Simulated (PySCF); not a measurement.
Vertical excitations of a molecule C5H7N from TDDFT-PBE0/def2-SVPD (PySCF 2.14.0), as energy in eV (oscillator strength): 4.32 (0.001), 5.36 (0.334), 6.21 (0.002), 6.96 (0.039), 7.02 (0.025), 7.23 (0.026), 7.33 (0.000), 7.41 (0.000), 7.61 (0.003), 7.63 (0.000). Lowest triplet (TDA): 2.95 eV. Coordinates come from a PBE-D3(BJ)/def2-SVP optimisation. The values are those of a single conformer.

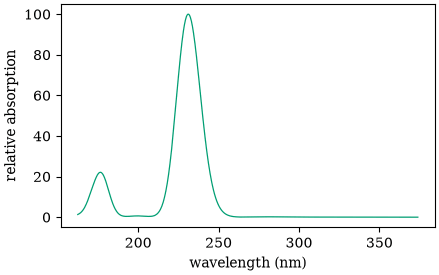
Fig. 1. The lines broadened by 0.4 eV.

Question: Identify the compound among the candidates.
(A) CC#C/C=N/C
(B) CC(C)=CC#N
(C) C=CC1=NCC1
(D) Cc1ccc[nH]1

Answer: C, C=CC1=NCC1
